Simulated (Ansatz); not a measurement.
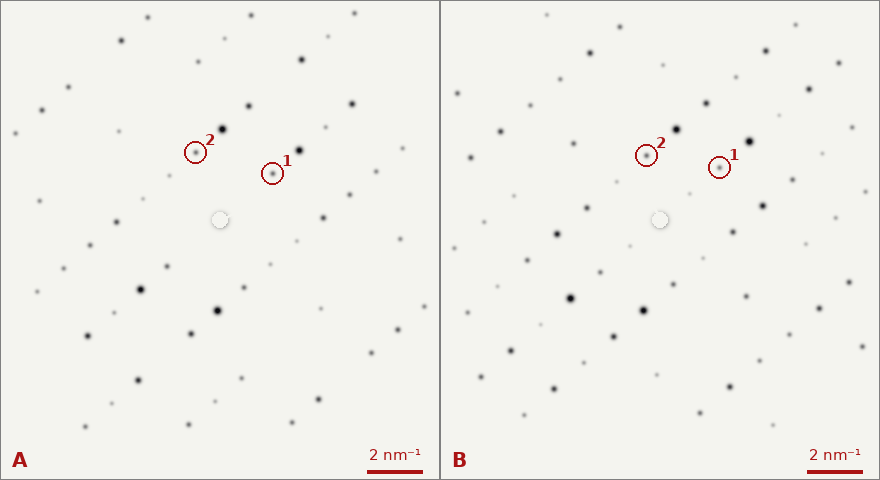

Kinematic electron diffraction patterns (300 kV, B = 0.5 Å², same scale) along [011] of the run's own cell, for the start and the end of one relaxation of Sr3Y4P4 with DFT, PAW plane waves, r2scan (Ansatz). k mesh 4×4×4. The start is a generated model structure, and the relaxation ends in the nearest stationary point of its symmetry, not necessarily the ground state. Spot 1 is 0 -2 2 and spot 2 is 1 -1 1 in both.

Start structure:

```yaml
crystal:
  lattice:
    - [0.00000, 4.94492, 0.00000]
    - [0.00000, 0.00000, 7.59978]
    - [8.02537, 2.47246, -3.79989]
  atoms:
    - { symbol: Sr, position: [0.50000, 0.00000, 0.00000] }
    - { symbol: P, position: [0.00000, 0.31200, 0.00000] }
    - { symbol: P, position: [0.00000, 0.68800, 0.00000] }
    - { symbol: P, position: [0.28800, 0.21200, 0.42400] }
    - { symbol: P, position: [0.71200, 0.78800, 0.57600] }
    - { symbol: Sr, position: [0.36900, 0.63100, 0.26200] }
    - { symbol: Sr, position: [0.63100, 0.36900, 0.73800] }
    - { symbol: Y, position: [0.82000, 0.37000, 0.36000] }
    - { symbol: Y, position: [0.18000, 0.01000, 0.64000] }
    - { symbol: Y, position: [0.82000, 0.99000, 0.36000] }
    - { symbol: Y, position: [0.18000, 0.63000, 0.64000] }
```

Which pattern belongs to the start structure, and which to the relaxed one?

Answer. B is the start: its cell gives d(1) = 3.434 Å, d(2) = 4.145 Å and an angle of 60.5°. A is the relaxed structure, with d(1) = 3.873 Å (+12.8 %), d(2) = 3.801 Å (-8.3 %) and 68.4°.

Name reflections whose intensity changes strongly on relaxation.

Answer. 1 1 -1 goes from 14 to 0.45 % of the strongest spot; 1 2 -2 goes from 37 to 14 % of the strongest spot.

Summarise the relaxation behind the change.

Answer. The volume changed by -3.3 % to 26.51 Å³ an atom; with the mean shift removed, the atoms moved by up to 0.43 Å relative to the cell (Sr most); the space group stayed Immm (No. 71); the free energy fell by 410 meV an atom. Relaxed cell: a = 4.200 Å, b = 8.934 Å, c = 9.207 Å, α = 119.02°, β = 76.82°, γ = 90.00°.
